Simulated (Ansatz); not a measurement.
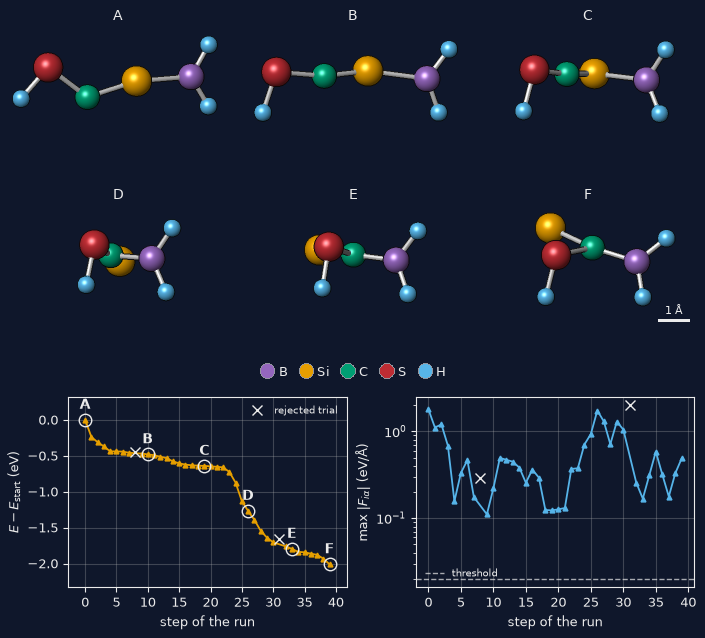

Frames of a relaxation of CH3BSSi, marked on the history of the run. The picture is a ball-and-stick view, seen at a tilt.

The run prepares the start of a later molecular dynamics calculation, from a guessed geometry.

These are results of RKS B3LYP/6-31G in Ansatz, not measurements. Set-up: no spin polarisation; force threshold 0.02 eV/Å; at most 40 steps.

Describe the path.

Answer. The relaxation stopped without meeting its thresholds, so the last structure isn't shown to be converged. It used up its limit of 40 steps. The Si atom moves most after the best rigid fit: 2.46 Å. By element the largest moves are Si 2.46 Å, H 1.88 Å, C 1.69 Å, S 1.26 Å, B 0.95 Å. Near-neighbour distances that change, for instance: B–C 3.588 → 1.530 Å, B–Si 1.872 → 3.229 Å, S–Si 3.112 → 2.681 Å, C–S 1.724 → 1.991 Å. New bonds form: B–C (3.59 → 1.53 Å). Bonds break: B–Si (1.87 → 3.23 Å). Among the angles between lasting bonds that change: Si–C–S 127.9° → 90.8°, C–S–H 95.8° → 104.0°. Groups turn about C–S by about 80°. After 37 accepted moves (39 points after the start) the energy has fallen by 2.012 eV. The largest force component goes from 1.8 to 0.49 eV/Å. The line search rejected the trial steps at points 8, 31 of the run. The run took 71 s on 1 thread of Arm Neoverse V2, with other jobs on the host, peak memory 0.14 GiB. From step 0 to 10: the C atom moves most (0.69 Å), energy −0.480 eV. From step 10 to 19: the Si atom moves most (1.17 Å), energy −0.161 eV. From step 19 to 26: an H atom moves most (1.05 Å), energy −0.627 eV. From step 26 to 33: the Si atom moves most (0.74 Å), energy −0.529 eV. From step 33 to 39: an H atom moves most (0.57 Å), energy −0.215 eV.

| step | E − E(0), eV | largest force component, eV/Å | note |
| --- | --- | --- | --- |
| 0 | 0.0000 | 1.7938 |  |
| 1 | -0.2391 | 1.1097 |  |
| 2 | -0.3115 | 1.2051 |  |
| 3 | -0.3700 | 0.6836 |  |
| 4 | -0.4387 | 0.1567 |  |
| 5 | -0.4388 | 0.3323 |  |
| 6 | -0.4419 | 0.4666 |  |
| 7 | -0.4581 | 0.1747 |  |
| 8 | -0.4481 | 0.2894 | rejected |
| 9 | -0.4703 | 0.1108 |  |
| 10 | -0.4802 | 0.2209 |  |
| 12 | -0.5141 | 0.4701 |  |
| 13 | -0.5326 | 0.4476 |  |
| 15 | -0.6043 | 0.2561 |  |
| 16 | -0.6237 | 0.3636 |  |
| 18 | -0.6377 | 0.1242 |  |
| 19 | -0.6414 | 0.1230 |  |
| 21 | -0.6537 | 0.1310 |  |
| 22 | -0.6609 | 0.3689 |  |
| 24 | -0.8740 | 0.7041 |  |
| 25 | -1.1322 | 0.9329 |  |
| 27 | -1.3928 | 1.3034 |  |
| 28 | -1.5435 | 0.7123 |  |
| 30 | -1.7053 | 1.0500 |  |
| 31 | -1.6595 | 1.9946 | rejected |
| 33 | -1.7968 | 0.1679 |  |
| 34 | -1.8386 | 0.3127 |  |
| 36 | -1.8629 | 0.3191 |  |
| 37 | -1.8789 | 0.1776 |  |
| 39 | -2.0118 | 0.4915 |  |
